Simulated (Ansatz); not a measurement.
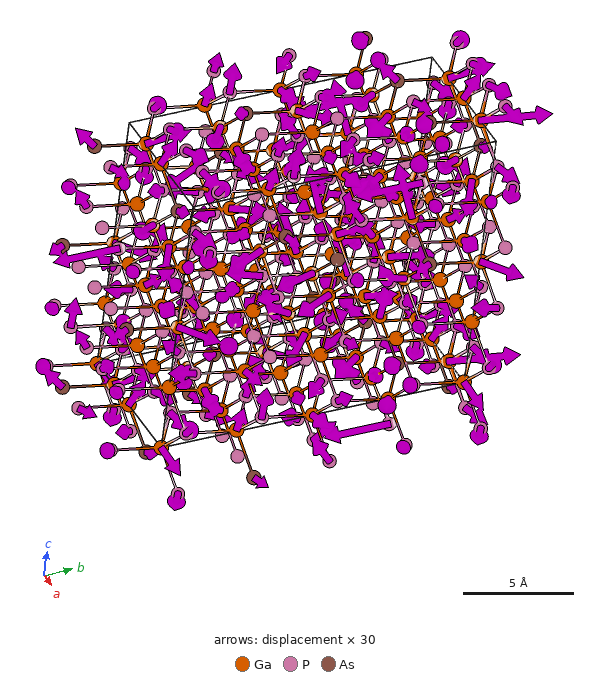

A relaxation of solid Ga$_{64}$P$_{56}$As$_{8}$ (a generated structure, set up in P1). The starting structure is drawn faded, the final one solid; purple arrows show the displacements, 30 times their true length.

A ball-and-stick model of the cell of the calculation, seen slightly off an axis.

All numbers below come from DFT, PBEsol, PAW, plane waves (Ansatz). Set-up: plane-wave cutoff 420 eV; k-point mesh 1 × 1 × 1; mesh shifted by (0.5, 0.5, 0.5); no spin polarisation; cell relaxed at fixed shape; force threshold 0.03 eV/Å; at most 80 steps.

**What did the optimiser do to the structure, and how much energy did it gain?**

Over 3 geometry steps the energy falls by 12.4 meV per atom. The largest force component goes from 1.2 to 0.017 eV/Å. The pressure goes from 0.19 to −0.01 GPa. The atom that moves furthest is a Ga atom (0.12 Å roughly along +b). By element the largest moves are Ga 0.12 Å, P 0.11 Å, As 0.05 Å. The lattice vectors keep their values. Some distances before and after: As–Ga 2.290 → 2.422 Å, As–Ga 2.315 → 2.424 Å, As–Ga 2.335 → 2.429 Å, Ga–P 2.276 → 2.360 Å. Bond angles that change, for instance: Ga–P–Ga 111.6° → 106.8°, P–Ga–P 106.8° → 111.4°, Ga–P–Ga 106.8° → 110.8°. The space group stays P1 (No. 1). Cost: 6.9 s on 1 × NVIDIA GB200 with 8 threads of Arm Neoverse-V2, peak memory 2.6 GiB.
